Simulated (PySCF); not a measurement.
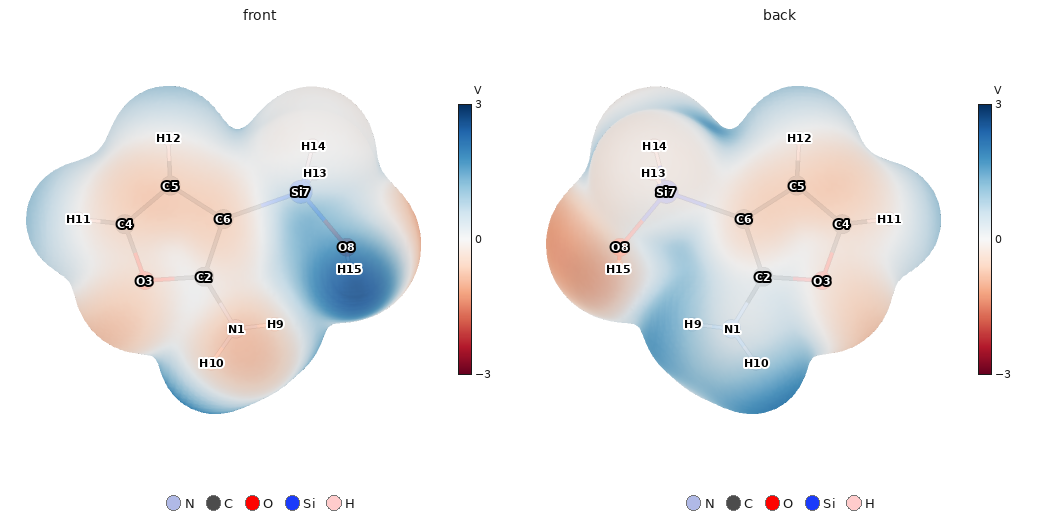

*C₄H₇NO₂Si. The electrostatic potential painted on the density surface at 0.002 e/bohr³, seen from the front and from behind; the colour scale runs from red (negative) to blue (positive).*

Geometry: GFN2-xTB.

The calculation used B3LYP/def2-SVPD, SCF density, gas phase (PySCF 2.14.0).

```
atom    x (Å)    y (Å)    z (Å)
   N   0.0363   2.0141   0.2901
   C   0.6546   0.8091   0.0299
   O   1.9987   0.7997  -0.0435
   C   2.3651  -0.5006  -0.2216
   C   1.2711  -1.2938  -0.2642
   C   0.1279  -0.4541  -0.0955
  Si  -1.6747  -0.9291  -0.1062
   O  -2.5718   0.3098   0.4732
   H  -0.9167   2.0542  -0.0386
   H   0.5911   2.8186   0.0377
   H   3.4153  -0.6965  -0.2983
   H   1.2507  -2.3564  -0.3958
   H  -2.2254  -1.0407  -1.4544
   H  -1.8750  -2.1394   0.6959
   H  -2.4516   0.6130   1.3693
```

### Where is the surface potential most negative and most positive?

The most negative region (about −1.3 V, or −30 kcal/mol for a unit charge) lies over O8, the most positive (about +2.4 V, or +55 kcal/mol for a unit charge) over H15. O8 is the likeliest acceptor of a hydrogen bond.

### What dipole moment does the calculation give?

Its dipole moment is 1.02 D.
